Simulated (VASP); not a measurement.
Consider the following.

```
Ag3Ir
1.0
   -0.10306     3.92140     4.10229
    3.92140    -0.10306     4.10229
    1.90917     1.90917     0.00000
Ir Ag
1 3
Direct
  0.00000   0.00000   0.00000
  0.00000   0.50000   0.00000
  0.50000   0.00000   0.00000
  0.50000   0.50000   0.00000
```

Method: PBEsol GGA, VASP's PBE PAW potentials (set 64) (plane waves; VASP). Numerical set-up: 400 eV cut-off, 7×7×15 Γ-centred mesh, tetrahedra with Blöchl corrections, potentials Ir Ag.

Unless said otherwise, spin-orbit coupling is left out, though it shifts the bands of the heavy elements here.

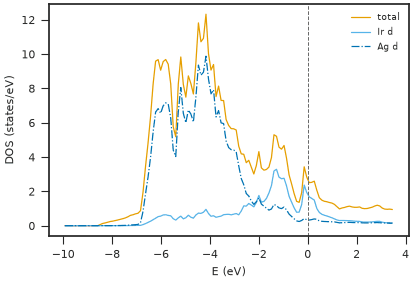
Total and projected density of states, zero at the Fermi level

Within 2 eV below the Fermi level the largest weight inside VASP's projection spheres is Ir d, then Ag d.

It has no gap at this level: it comes out as a metal or semimetal.

The structure was generated: Ag3Ir was put into an ordered model structure (Cmmm), which need not be its known phase. It was relaxed first.
